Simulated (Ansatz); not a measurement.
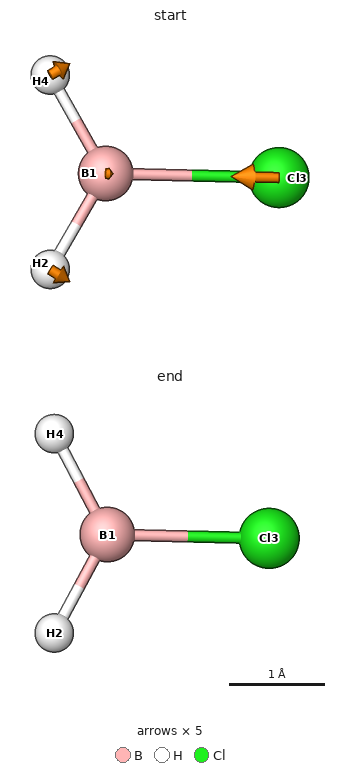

The structure of BH2Cl before (top) and after (bottom) a relaxation, at one scale. The orange arrows give the displacements, 5 times their true length.

The picture is a ball-and-stick view, seen at a tilt.

The run prepares the start of a later molecular dynamics calculation, from a guessed geometry.

Computed with Ansatz, RKS CAM-B3LYP-D4/def2-SVP.

Input file:
```yaml
crystal:
  periodic: [false, false, false]
  atoms:
    - { symbol: B, position_ang: [0.0, 0.0, 0.0] }
    - { symbol: H, position_ang: [0.0, 0.0, 1.19] }
    - { symbol: Cl, position_ang: [1.6108, 0.0, -0.93] }
    - { symbol: H, position_ang: [-1.0305, 0.0, -0.595] }
basis:
  gaussian: { orbitals: def2-SVP }
hamiltonian:
  xc: cam_b3lyp
  dispersion: d4
relax:
  f_tol: 0.02
  max_steps: 40
```

Launched with:
```bash
ansatz run input.yaml --threads 1 --pin off --max-ram 2048MiB --backend cpu --events-out ev --progress --plain --runs-dir out
```

Describe what moved and what it gained.

Answer. Cl3 moves most after the best rigid fit: 0.11 Å. Largest moves by element: Cl 0.11 Å, H 0.05 Å, B 0.02 Å. Near-neighbour distances that change, for instance: B1–Cl3 1.860 → 1.737 Å, B1–H2 1.190 → 1.200 Å. Bond angles that change, for instance: H2–B1–H4 120.0° → 123.4°. Over 4 geometry steps the energy falls by 4.07 kcal/mol. Largest force component: 2.1 eV/Å at the start, 0.0035 eV/Å at the end.
